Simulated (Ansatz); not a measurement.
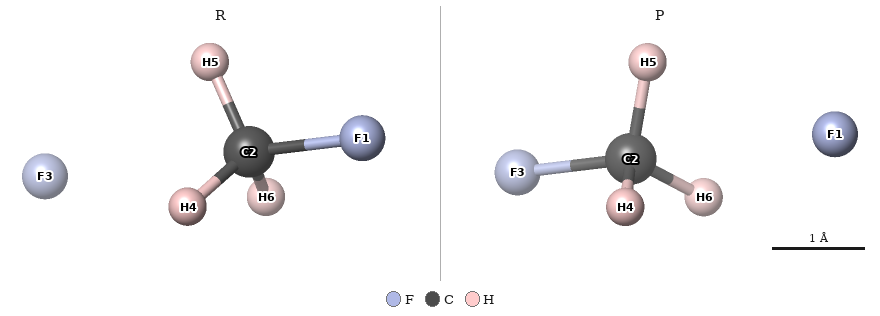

Reactant (R) and product (P) of one elementary step of CH3F2 (charge −1). Style: ball-and-stick. Shown at a tilt.

Stationary points at PBE0-D4/def2-TZVPD, single-point energies with wB97X-V, BHLYP-D4, wB97M-V, CCSD(T) (def2-TZVPPD where no basis is named; Ansatz 0.2.0). The energies are electronic, without zero-point or thermal terms, and both ends are the minima reached downhill from the saddle, with any fragments still in contact.

Q: Predict the saddle point between them and the barrier.

A: From R over the saddle to P, a bond forms: C2–F3 (2.57 → 1.82 → 1.43 Å). A bond breaks: F1–C2 (1.43 → 1.82 → 2.57 Å). The saddle has one imaginary mode, 521i cm⁻¹. With wB97X-V the barrier is 55.2 kJ/mol from R and 55.2 kJ/mol from P, and P lies 0.0 kJ/mol below R.

| level | barrier from R (kJ/mol) | barrier from P (kJ/mol) | P less R (kJ/mol) |
| --- | --- | --- | --- |
| wB97X-V | 55.2 | 55.2 | 0.0 |
| BHLYP-D4 | 61.3 | 61.3 | 0.0 |
| wB97M-V | 52.0 | 52.0 | 0.0 |
| CCSD(T) | 56.3 | 56.3 | 0.0 |

The saddle point in the same view, with dashed sticks for the bonds that form or break:

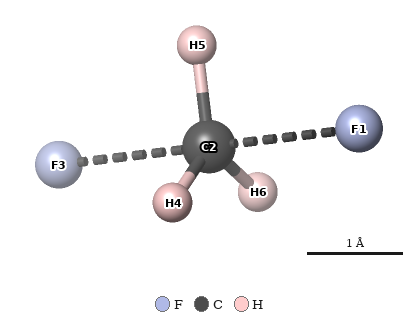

Limits of the set-up: the start holds two separate molecules, 2.4 Å apart at their closest, whose relative position is a soft coordinate.
